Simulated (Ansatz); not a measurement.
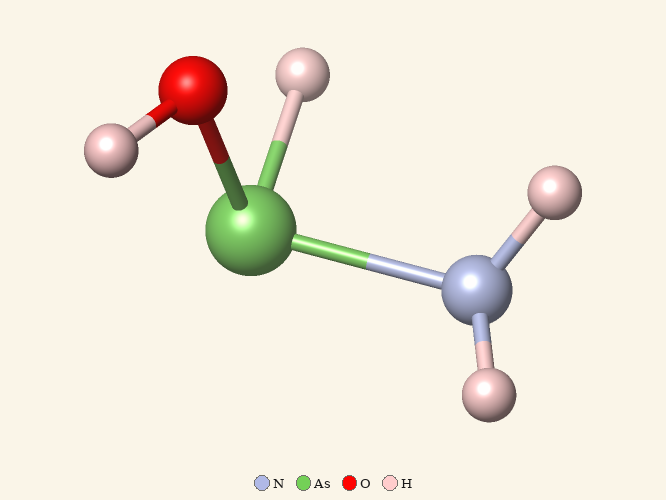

Rendered structure (ball-and-stick style). Every bond is drawn as one stick, whatever its order.

**Count the atoms of each element.**

AsH4NO, 7 atoms: 1 arsenic, 4 hydrogen, 1 nitrogen and 1 oxygen.

**Describe its rings.**

It has no ring.

**Count the bonded pairs by element.**

2 N–H, 1 As–N, 1 As–O, 1 As–H, 1 O–H.

**How many sets of symmetry-equivalent atoms are there?**

7: 1 N, 1 As, 1 O, 1 H, 1 H, 1 H, 1 H.

The parts below concern this one geometry. Atoms keep their numbers from picture to picture. Computed geometry: PBE0-D4/def2-TZVP optimisation.

Electronic properties

Properties computed with RKS BLYP-D4/def2-TZVPP (Ansatz 0.2.0).

**Estimate the HOMO–LUMO gap.**

5.20 eV.

**Give the HOMO energy (Kohn–Sham orbital) at this level.**

−5.99 eV.

**Give the dispersion correction at this level.**

−23.5 kJ/mol.

Vibrations

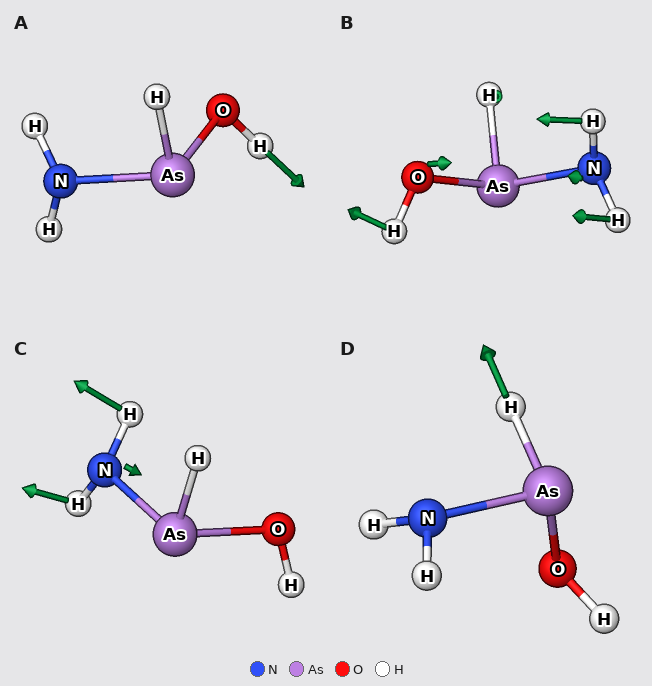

4 normal modes of one molecule or complex, as arrows. Harmonic vibrations computed with RKS PBE0-D4/def2-TZVP (Ansatz 0.2.0) at a stationary point of the same level.

**Match the panels to the wavenumbers 241 cm⁻¹, 553 cm⁻¹, 2208 cm⁻¹, 3880 cm⁻¹.**

A: 3880 cm⁻¹, O–H stretching
B: 241 cm⁻¹
C: 553 cm⁻¹
D: 2208 cm⁻¹, As–H stretching

Charges

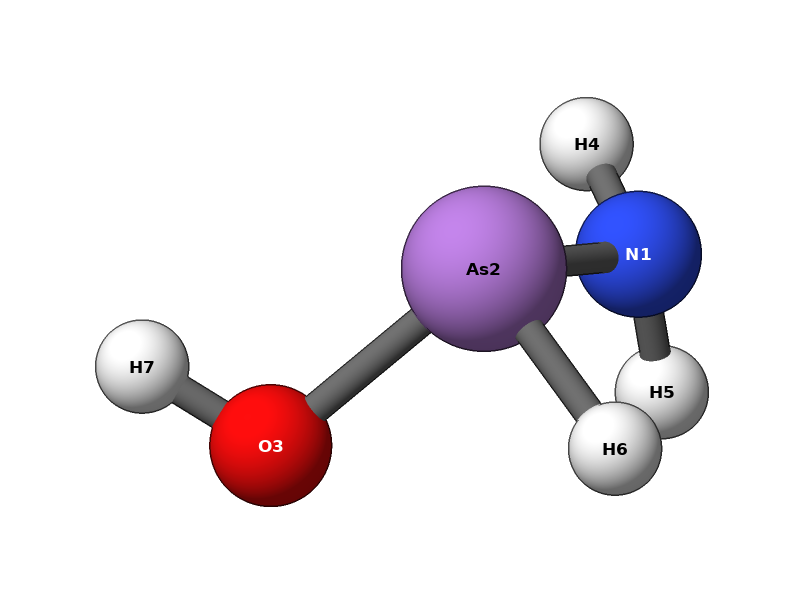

The questions are on Mulliken charges. Level of theory: RKS ωB97M-V/def2-TZVPP (Ansatz 0.2.0).

**Which atom carries the highest charge (most positive or least negative)?**

As2 (0.38 e).

**And the lowest?**

O3 (−0.43 e).

List the Mulliken charges.

```csv
atom,value (e)
N1,−0.36
As2,0.38
O3,−0.43
H4,0.11
H5,0.13
H6,0.01
H7,0.16
```

Thermal motion

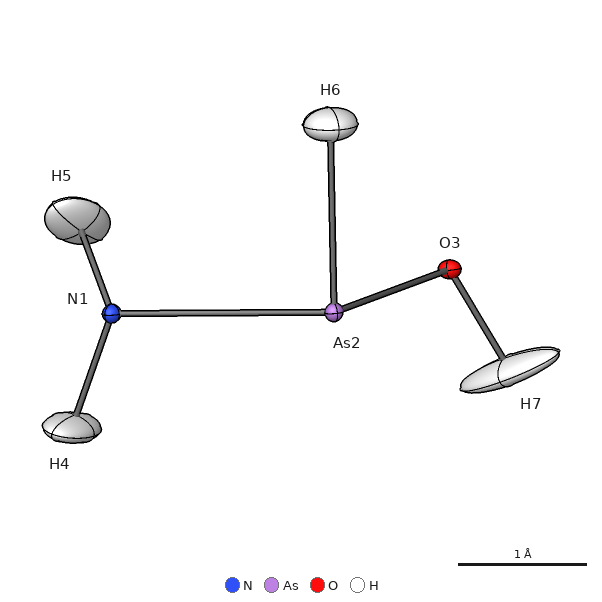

Displacement ellipsoids at the 50 % level, from the internal vibrations of the free molecule (harmonic, no overall translation or rotation; no half-axis is drawn under 0.075 Å). Vibrations computed with RKS PBE0-D4/def2-TZVP (Ansatz 0.2.0). Temperature: 298 K.

Give the displacement parameters, one line for each set of equivalent atoms.

| atom | U_eq (Å²) | rms amplitudes (Å) |
| --- | --- | --- |
| N1 | 0.0016 | 0.020, 0.037, 0.056 |
| As2 | 0.00014 | 0.005, 0.009, 0.017 |
| O3 | 0.0018 | 0.016, 0.037, 0.062 |
| H4 | 0.0248 | 0.068, 0.129, 0.230 |
| H5 | 0.0264 | 0.073, 0.141, 0.233 |
| H6 | 0.0163 | 0.087, 0.142, 0.146 |
| H7 | 0.0401 | 0.069, 0.131, 0.314 |

Mulliken values depend strongly on the basis set and can even reverse the polarity of a bond.
